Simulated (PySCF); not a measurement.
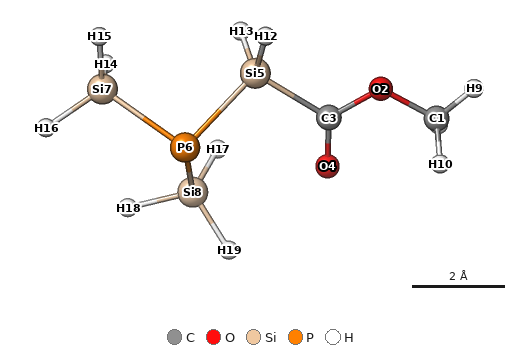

Figure 1. The structure as given in the input (ball-and-stick view, seen at a tilt; atoms are numbered from 1 in the order of the input). Bond lengths as drawn: C–H 1.10 Å, C–O 1.21 to 1.42 Å, C–Si 1.93 Å, H–Si 1.49 to 1.50 Å and P–Si 2.25 to 2.28 Å.

# NMR shielding calculation of C2H11O2PSi3

C2H11O2PSi3, computed with GIAO PBE0/pcSseg-1 NMR shielding, non-relativistic, gas phase (PySCF 2.14.0).

The geometry comes from this level: PBE0-D3(BJ)/def2-SVP. It belongs to a series of runs on one base structure; here: H on Si replaced by COOCH3. Figures and captions count atoms from 1; the log counts them from 0 in places.

### What the program printed
```
coarse grid: 17664 points
cycle   1  E = -1442.1097659220  dE =  5.969e-01  |g| = 8.295e-01  |ddm| = 3.917e+00
cycle   2  E = -1441.7464625852  dE =  3.633e-01  |g| = 1.601e+00  |ddm| = 1.582e+00
cycle   3  E = -1442.2254184143  dE = -4.790e-01  |g| = 2.740e-01  |ddm| = 1.196e+00
cycle   4  E = -1442.2379622679  dE = -1.254e-02  |g| = 9.992e-02  |ddm| = 2.269e-01
cycle   5  E = -1442.2396445315  dE = -1.682e-03  |g| = 1.390e-02  |ddm| = 5.667e-02
cycle   6  E = -1442.2396820766  dE = -3.755e-05  |g| = 5.429e-03  |ddm| = 2.185e-02
cycle   7  E = -1442.2396904984  dE = -8.422e-06  |g| = 9.666e-04  |ddm| = 8.865e-03
final grid: 151632 points
cycle   8  E = -1442.3061280767  dE = -1.538e-05  |g| = 1.215e-02  |ddm| = 2.611e-02
cycle   9  E = -1442.3060906896  dE =  3.739e-05  |g| = 1.895e-02  |ddm| = 1.631e-02
cycle  10  E = -1442.3061526113  dE = -6.192e-05  |g| = 2.402e-03  |ddm| = 1.064e-02
cycle  11  E = -1442.3061536475  dE = -1.036e-06  |g| = 4.967e-04  |ddm| = 1.610e-03
cycle  12  E = -1442.3061536872  dE = -3.970e-08  |g| = 1.462e-04  |ddm| = 3.804e-04
cycle  13  E = -1442.3061536919  dE = -4.741e-09  |g| = 2.357e-05  |ddm| = 1.282e-04
cycle  14  E = -1442.3061536920  dE = -1.155e-10  |g| = 6.672e-06  |ddm| = 3.610e-05
```

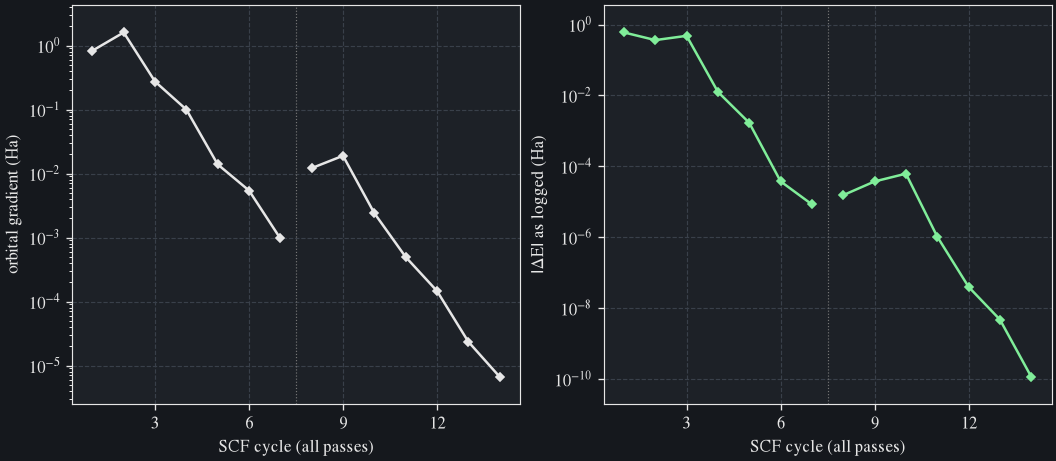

Figure 2. Convergence of the self-consistent field: orbital gradient and size of the energy change against the SCF cycle. The dotted line marks the change from a coarse to the final integration grid. The first 7 cycles use a coarse grid, the final grid takes over at cycle 8, and the field converges after 14 cycles in all.

```
converged SCF energy = -1442.3061536920

GIAO shielding tensors (ppm)
atom      isotropic    diamagn.    paramagn.     s11        s22        s33       span
  0 C      132.499     242.081    -109.582    101.475    119.639    176.382     74.908
  1 O      111.145     401.970    -290.825    -96.919    205.464    224.891    321.810
  2 C       -3.846     261.485    -265.331    -98.779     18.294     68.947    167.726
  3 O     -178.821     405.166    -583.988   -549.785   -264.089    277.409    827.194
  4 Si     394.010     882.535    -488.525    350.628    364.598    466.805    116.176
  5 P      700.131     971.370    -271.239    630.506    723.425    746.462    115.957
  6 Si     420.528     879.858    -459.330    380.539    416.950    464.093     83.554
  7 Si     415.512     880.398    -464.886    378.645    414.425    453.466     74.821
  8 H       27.688      26.124       1.563     23.804     26.134     33.126      9.322
  9 H       27.488      27.508      -0.020     23.646     25.488     33.331      9.685
 10 H       27.515      28.125      -0.609     23.611     25.633     33.303      9.692
 11 H       26.607      30.353      -3.747     22.214     25.048     32.558     10.343
 12 H       26.885      31.021      -4.136     23.298     26.003     31.352      8.054
 13 H       27.439      28.910      -1.472     23.837     25.992     32.488      8.650
 14 H       27.222      28.742      -1.519     23.204     24.977     33.485     10.280
 15 H       27.119      28.720      -1.601     23.268     24.474     33.616     10.348
 16 H       27.278      30.612      -3.334     24.286     25.873     31.676      7.390
 17 H       27.299      29.676      -2.377     23.053     25.866     32.979      9.926
 18 H       26.660      29.936      -3.276     22.791     24.176     33.014     10.223
```

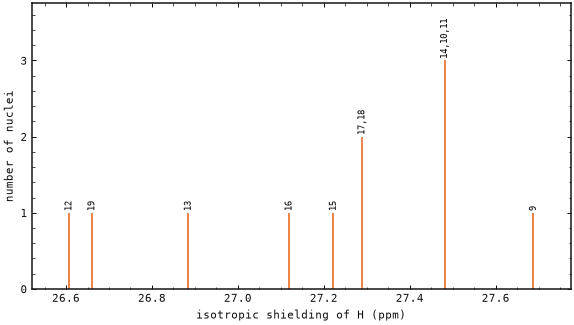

Figure 3. Isotropic shieldings of the hydrogen nuclei in this fixed geometry, labelled by atom number; shielding grows to the right, so chemical shift grows to the left. The least shielded is H12 (26.6 ppm), the most shielded H9 (27.7 ppm).

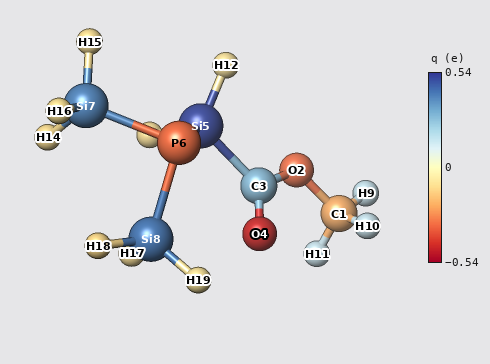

Figure 4. IAO charges, as the colour of each atom (ball-and-stick view, seen at a tilt; atoms are numbered from 1 in the order of the input). By element: C −0.22 to +0.29, O −0.45 to −0.32, Si +0.39 to +0.51, P −0.32 and H −0.11 to +0.16 e.

The run was set up as follows.

### Input file
```
{"job": {"kind": "nmr", "xc": "PBE0", "basis": "pcSseg-1"}, "charge": 0, "multiplicity": 1}
C      3.686513     0.029425     1.242357
O      2.802549    -0.008184     0.127103
C      1.512164     0.195080     0.389307
O      1.086207     0.409838     1.498798
Si     0.366546     0.065660    -1.156953
P     -1.357590     1.420395    -0.673218
Si    -2.877065     0.325268    -1.938280
Si    -1.959359     0.423965     1.282404
H      4.689050    -0.163946     0.845114
H      3.650485     1.013173     1.732256
H      3.412612    -0.738332     1.980557
H      1.084257     0.507513    -2.386438
H     -0.009734    -1.376849    -1.293976
H     -3.045001    -1.104235    -1.525964
H     -2.424163     0.362135    -3.362901
H     -4.187990     1.027825    -1.814917
H     -1.500700    -0.995283     1.363489
H     -3.458397     0.422008     1.263185
H     -1.500993     1.222820     2.449250
```

The first line tells a small driver script what to run in PySCF; the rest is the geometry in Å.

Run as:
```bash
OMP_NUM_THREADS=1 python <driver script> task.json out
```

### Key numbers

| quantity | value |
| --- | --- |
| outcome | converged |
| total energy | −1442.306154 hartree |
| HOMO | −7.37 eV |
| LUMO | −0.84 eV |
| dipole moment | 2.23 D |
| isotropic shielding, C | −3.8 to 132.5 ppm |
| isotropic shielding, O | −178.8 to 111.1 ppm |
| isotropic shielding, Si | 394.0 to 420.5 ppm |
| isotropic shielding, P | 700.1 ppm |
| isotropic shielding, H | 26.6 to 27.7 ppm |
| hardware | 1 CPU thread, shared host |
| wall time | 35 s |
| peak memory | 1 GiB |
